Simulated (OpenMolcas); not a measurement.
**Run report: BHCl2, energy and gradient calculation**

System: BHCl2.
Method: HF/def2-SVP, RHF (OpenMolcas 26.06).

The geometry comes from this level: GFN2-xTB.

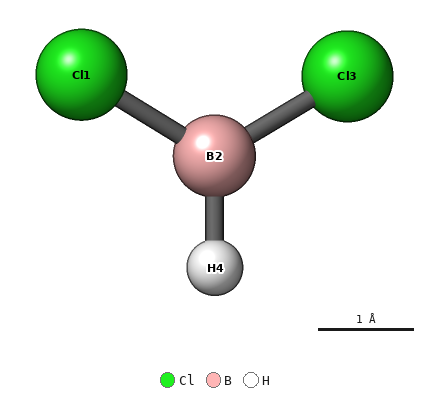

Fig. 1: The input geometry (ball-and-stick view, seen at a tilt; atoms are numbered from 1 in the order of the input). Bond lengths as drawn: B–Cl 1.70 Å and B–H 1.17 Å.

Key numbers:

| quantity | value |
| --- | --- |
| outcome | converged |
| total energy | −944.032541 hartree |
| basis functions | 55 |
| largest force | 1.570 eV/Å |
| HOMO | −12.49 eV |
| LUMO | 2.47 eV |
| dipole moment | 0.59 debye |
| hardware | 1 thread of Arm Neoverse V1, 24 GiB of memory available, shared host |
| wall time | 2.9 s |
| peak memory | 0.39 GiB |

The input:
```
* BCl2H Hartree-Fock

&gateway
 baslib
 $CurrDir
 coord
 4
 angstrom
 Cl      -1.497150      -0.669100      -0.016060
 B        0.010160       0.117640      -0.055190
 Cl       1.368780      -0.598620       0.674810
 H        0.118210       1.150080      -0.603560
 basis
 def2-SVP
 group
 NoSym

&seward

&scf
 thresholds
 1e-10 1e-07 1e-07 1e-05
 prorbitals
 1 1

&alaska
```

Run as:
```bash
export MOLCAS_MEM=1860
pymolcas mol.inp > mol.log
```

The program's output:
```
--- Start Module: gateway ---

                                              &GATEWAY

                       available to each process: 1.9 GB of memory, 1 thread

 Basis Set     1 Label: CL.DEF2-SVP
 Basis set is read from library:.
 basistype.tbl is not found

 Basis Set     2 Label: B.DEF2-SVP
 Basis set is read from library:.
 basistype.tbl is not found

 Basis Set     3 Label: CL.DEF2-SVP
 Basis set is read from library:.
 basistype.tbl is not found

 Basis Set     4 Label: H.DEF2-SVP
 Basis set is read from library:.
 basistype.tbl is not found

++    Symmetry information:
      ---------------------

                    Character Table for C1

                             E
                    a        1  x, y, xy, Rz, z, xz, Ry, yz, Rx, I
--

++    Basis set information:
      ----------------------

      Basis set label: CL.DEF2-SVP.........

      Electronic valence basis set:
      ------------------
      Associated Effective Charge  17.000000 au
      Associated Actual Charge     17.000000 au
      Nuclear Model: Point charge

      Shell  nPrim  nBasis  Cartesian Spherical Contaminant
         s      10       4        X
         p       7       3        X
         d       1       1                 X

      Basis set label: B.DEF2-SVP.........

      Electronic valence basis set:
      ------------------
      Associated Effective Charge   5.000000 au
      Associated Actual Charge      5.000000 au
      Nuclear Model: Point charge

      Shell  nPrim  nBasis  Cartesian Spherical Contaminant
         s       7       3        X
         p       4       2        X
         d       1       1                 X

      Basis set label: CL.DEF2-SVP.........

      Electronic valence basis set:
      ------------------
      Associated Effective Charge  17.000000 au
      Associated Actual Charge     17.000000 au
      Nuclear Model: Point charge

      Shell  nPrim  nBasis  Cartesian Spherical Contaminant
         s      10       4        X
         p       7       3        X
         d       1       1                 X

      Basis set label: H.DEF2-SVP.........

      Electronic valence basis set:
      ------------------
      Associated Effective Charge   1.000000 au
      Associated Actual Charge      1.000000 au
      Nuclear Model: Point charge

      Shell  nPrim  nBasis  Cartesian Spherical Contaminant
         s       4       2        X
         p       1       1        X
--

++    Molecular structure info:
      -------------------------

                    ************************************************
                    **** Cartesian Coordinates / bohr, angstrom ****
                    ************************************************

     Center  Label                x              y              z                     x              y              z
        1      CL1             -2.829203      -1.264416      -0.030349             -1.497150      -0.669100      -0.016060
        2      B2               0.019200       0.222307      -0.104294              0.010160       0.117640      -0.055190
        3      CL3              2.586619      -1.131228       1.275206              1.368780      -0.598620       0.674810
        4      H4               0.223385       2.173336      -1.140563              0.118210       1.150080      -0.603560

                    ***************************************
                    *    InterNuclear Distances / bohr    *
                    ***************************************

               1 CL1           2 B2            3 CL3           4 H4
    1 CL1      0.000000
    2 B2       3.213909        0.000000
    3 CL3      5.572553        3.213522        0.000000
    4 H4       4.729589        2.218571        4.726623        0.000000

                    *******************************************
                    *    InterNuclear Distances / angstrom    *
                    *******************************************

               1 CL1           2 B2            3 CL3           4 H4
    1 CL1      0.000000
    2 B2       1.700728        0.000000
    3 CL3      2.948868        1.700522        0.000000
    4 H4       2.502790        1.174017        2.501221        0.000000
--

            Nuclear Potential Energy            114.20434183 au

--- Stop Module: gateway /rc=_RC_ALL_IS_WELL_ ---

--- Start Module: seward ---

                                              &SEWARD

                       available to each process: 1.9 GB of memory, 1 thread

               SEWARD will generate:
                  Multipole Moment integrals up to order  2
                  Kinetic Energy integrals
                  Nuclear Attraction integrals (point charge)
                  One-Electron Hamiltonian integrals
                  Velocity integrals
                  Orbital angular momentum around ( -0.0982  -0.9656   0.5031 )
                  Velocity quadrupole around ( -0.0982  -0.9656   0.5031 )
                  Two-Electron Repulsion integrals

                   Integrals are discarded if absolute value <: 1.00E-14
                   Integral cutoff threshold is set to       <: 1.00E-16

            Nuclear Potential Energy            114.20434183 au

      Basis set specifications :
      Symmetry species         a
      Basis functions           55

--- Stop Module: seward /rc=_RC_ALL_IS_WELL_ ---

--- Start Module: scf ---

                                                &SCF

                       available to each process: 1.9 GB of memory, 1 thread

++    Input section:
      --------------

      Header of the integral files:

      Cartesian coordinates in angstrom:
      -----------------------------------------------------
      No.  Label        X            Y            Z
      -----------------------------------------------------
       1   CL1       -1.49715000  -0.66910000  -0.01606000
       2   B2         0.01016000   0.11764000  -0.05519000
       3   CL3        1.36878000  -0.59862000   0.67481000
       4   H4         0.11821000   1.15008000  -0.60356000
      -----------------------------------------------------
      Nuclear repulsion energy =  114.20434183
--

++    Orbital specifications:
      -----------------------

      Symmetry species               1
                                     a
      Frozen orbitals                0
      Occupied orbitals             20
      Secondary orbitals            35
      Deleted orbitals               0
      Total number of orbitals      55
      Number of basis functions     55
--

      Molecular charge                           0.000

++    Optimization specifications:
      ----------------------------

      SCF Algorithm: Conventional
      Minimized density differences are used
      Number of density matrices in core                 5
      Maximum number of NDDO SCF iterations            400
      Maximum number of HF SCF iterations              400
      Threshold for SCF energy change             1.00E-10
      Threshold for density matrix                1.00E-07
      Threshold for Fock matrix                   1.00E-07
      Threshold for linear dependence             1.00E-09
      Threshold at which DIIS is turned on        1.50E-01
      Maximum depth in the DIIS procedure                5
      Maximum depth in the BFGS Hessian update          30
      Threshold at which QNR/C2DIIS is turned on  7.50E-02
      Threshold for Norm(delta) (QNR/C2DIIS)      1.00E-05
      All orbitals punched on: SCFORB
--

      Input vectors read from INPORB
      Orbital file label: *Guess orbitals

++ Convergence information
                                   SCF        iterations: Energy and convergence statistics

Iter     Tot. SCF        One-elec.       Two-elec.     Energy      Max Dij or  Max Fij      DNorm      TNorm      AccCon     Time
         Energy          Energy          Energy        Change      Delta Norm                                                in Sec.
   1  -943.819616566 -1527.341547332   469.317588937   0.00E+00    2.85E-01*   1.08E-01*    9.39E+00   1.55E+02   None         0.
   2  -943.995511987 -1531.428723739   473.228869923  -1.76E-01*   1.75E-01*   6.53E-02*    1.45E+00   1.56E+02   EDIIS        0.
   3  -944.023925892 -1530.752194870   472.523927149  -2.84E-02*   7.20E-02*   3.74E-02*    4.80E-01   1.55E+02   EDIIS        0.
   4  -944.030397856 -1530.804694874   472.569955189  -6.47E-03*   1.97E-02*   1.01E-02*    1.35E-01   1.56E+02   c2DIIS       0.
   5  -944.032463194 -1530.850171999   472.613366977  -2.07E-03*   5.10E-03*   2.02E-03*    2.41E-02   1.56E+02   QNRc2DIIS    0.
   6  -944.032525184 -1530.839205808   472.602338795  -6.20E-05*   4.56E-03*   1.30E-03*    4.51E-03   1.56E+02   QNRc2DIIS    0.
   7  -944.032539854 -1530.847755748   472.610874065  -1.47E-05*   5.12E-04*   2.33E-04*    1.23E-03   1.56E+02   QNRc2DIIS    0.
   8  -944.032540514 -1530.846411758   472.609529415  -6.59E-07*   1.75E-04*   3.74E-05*    2.72E-04   1.56E+02   QNRc2DIIS    0.
   9  -944.032540555 -1530.845695711   472.608813327  -4.11E-08*   1.49E-05*   5.70E-06*    9.54E-05   1.56E+02   QNRc2DIIS    0.
  10  -944.032540556 -1530.846105002   472.609222617  -5.74E-10*   3.49E-06    1.43E-06*    6.06E-05   1.56E+02   QNRc2DIIS    0.
  11  -944.032540556 -1530.846095532   472.609213148  -2.82E-11    1.56E-06    4.18E-07*    2.33E-04   1.56E+02   QNRc2DIIS    0.
  12  -944.032540556 -1530.846084574   472.609202190  -2.27E-12    1.57E-07    3.89E-08     3.49E-04   1.56E+02   QNRc2DIIS    0.

       Convergence after  12 Iterations
--

 *****************************************************************************************************************************
 *                                             SCF/KS-DFT Program, Final results                                             *
 *                                                       Final Results                                                       *
 *****************************************************************************************************************************

::    Total SCF energy                               -944.0325405556
      One-electron energy                           -1530.8460845742
      Two-electron energy                             472.6092021897
      Nuclear repulsion energy                        114.2043418289
      Kinetic energy (interpolated)                   944.0492613738
      Virial theorem                                    0.9999822882
      Total spin, S(S+1)                                0.0000000000
      Total spin, S                                     0.0000000000
      Max non-diagonal density matrix element           0.0000001105
      Max non-diagonal Fock matrix element              0.0000000133

      All orbitals with orbital energies smaller than  E(LUMO)+0.5 are printed

++    Molecular orbitals:
      -------------------

      Title: SCF orbitals

      Molecular orbitals for symmetry species 1: a

          Orbital            1         2         3         4         5         6         7         8         9        10
          Energy         -104.8067 -104.8066  -10.5725  -10.5724   -8.0470   -8.0470   -8.0447   -8.0447   -8.0441   -8.0441
          Occ. No.          2.0000    2.0000    2.0000    2.0000    2.0000    2.0000    2.0000    2.0000    2.0000    2.0000

          Orbital           11        12        13        14        15        16        17        18        19        20
          Energy           -7.7119   -1.1564   -1.1088   -0.7027   -0.6041   -0.5842   -0.5269   -0.4706   -0.4595   -0.4590
          Occ. No.          2.0000    2.0000    2.0000    2.0000    2.0000    2.0000    2.0000    2.0000    2.0000    2.0000

          Orbital           21        22        23        24        25        26        27        28
          Energy            0.0909    0.2303    0.2606    0.3053    0.3481    0.4012    0.4366    0.4483
          Occ. No.          0.0000    0.0000    0.0000    0.0000    0.0000    0.0000    0.0000    0.0000

--

++    Molecular charges:
      ------------------

      Mulliken charges per centre and basis function type
      ---------------------------------------------------

                CL1     B2      CL3     H4
      1s       5.9069  2.8414  5.9069  1.0554
      2px      3.5251  0.6003  3.5975  0.0014
      2pz      3.8575  0.4209  3.7668  0.0038
      2py      3.7949  0.7056  3.8131  0.0120
      3d2+     0.0077  0.0388  0.0058  0.0000
      3d1+     0.0038  0.0292  0.0079  0.0000
      3d0      0.0042  0.0139  0.0029  0.0000
      3d1-     0.0010  0.0135  0.0024  0.0000
      3d2-     0.0102  0.0411  0.0079  0.0000
      Total   17.1114  4.7047 17.1113  1.0726

      N-E     -0.1114  0.2953 -0.1113 -0.0726

      Total electronic charge=   40.000000

      Total            charge=   -0.000000
--

++    Molecular properties:
      ---------------------

      Charge (e):
                      =   -0.0000
      Dipole Moment (debye):
      Origin of the operator (angstrom)=   -0.0520   -0.5110    0.2662
                   X=  4.8747E-02               Y=  5.2715E-01               Z= -2.5633E-01           Total=  5.8819E-01
      Quadrupole Moment (debye*angstrom):
      Origin of the operator (angstrom)=   -0.0520   -0.5110    0.2662
                  XX= -3.2488E+01              XY= -1.3953E-01              XZ= -5.1013E-01              YY= -3.0959E+01
                  YZ=  4.1329E-01              ZZ= -3.0542E+01
      In traceless form (debye*angstrom)
                  XX= -1.7376E+00              XY= -2.0929E-01              XZ= -7.6519E-01              YY=  5.5658E-01
                  YZ=  6.1994E-01              ZZ=  1.1810E+00
--

--- Stop Module: scf /rc=_RC_ALL_IS_WELL_ ---

--- Start Module: alaska ---

                                              &ALASKA

                       available to each process: 1.9 GB of memory, 1 thread

                     Threshold for contributions to the gradient: 1.000E-07

                    ********************************************
                    * Symmetry Adapted Cartesian Displacements *
                    ********************************************

           Irreducible representation : a
           Basis function(s) of irrep: x, y, xy, Rz, z, xz, Ry, yz, Rx, I

 Basis Label        Type   Center Phase
   1   CL1          x         1     1
   2   CL1          y         1     1
   3   CL1          z         1     1
   4   B2           x         2     1
   5   B2           y         2     1
   6   B2           z         2     1
   7   CL3          x         3     1
   8   CL3          y         3     1
   9   CL3          z         3     1
  10   H4           x         4     1
  11   H4           y         4     1
  12   H4           z         4     1

                     No automatic utilization of translational and rotational invariance of the energy is employed.

 Conventional ERI gradients!

 **************************************************
 *              Molecular gradients               *
 **************************************************

  Irreducible representation: a
 ------------------------------------------------------------------------------------------
                              X                       Y                       Z
 ------------------------------------------------------------------------------------------
  CL1               2.78212567376102E-02    1.21172504083544E-02    3.62620860627771E-05
  B2               -1.93182282809201E-03   -1.57805346766864E-02    9.67011019497610E-03
  CL3              -2.54173089870520E-02    1.09538045158049E-02   -1.28770546629715E-02
  H4               -4.72124922448358E-04   -7.29052024747601E-03    3.17068238192686E-03
 ------------------------------------------------------------------------------------------

--- Stop Module: alaska /rc=_RC_ALL_IS_WELL_ ---

.##################.
.# Happy landing! #.
.##################.

    Timing: Wall=2.68 User=2.12 System=0.56
```

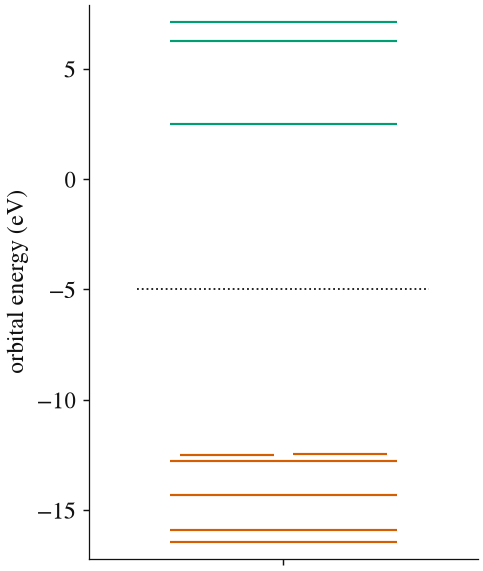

Fig. 2: Orbital energies near the frontier; the dotted line parts filled from empty levels, and levels within 0.02 eV of each other stand side by side. Highest filled −12.49 eV, lowest empty 2.47 eV, 14.96 eV apart.

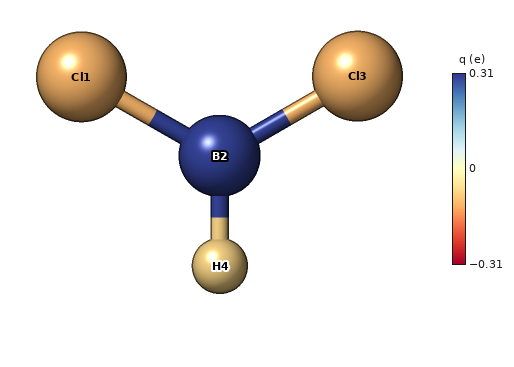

Fig. 3: Mulliken charges, as the colour of each atom (ball-and-stick view, seen at a tilt; atoms are numbered from 1 in the order of the input). By element: Cl −0.11, B +0.30 and H −0.07 e.
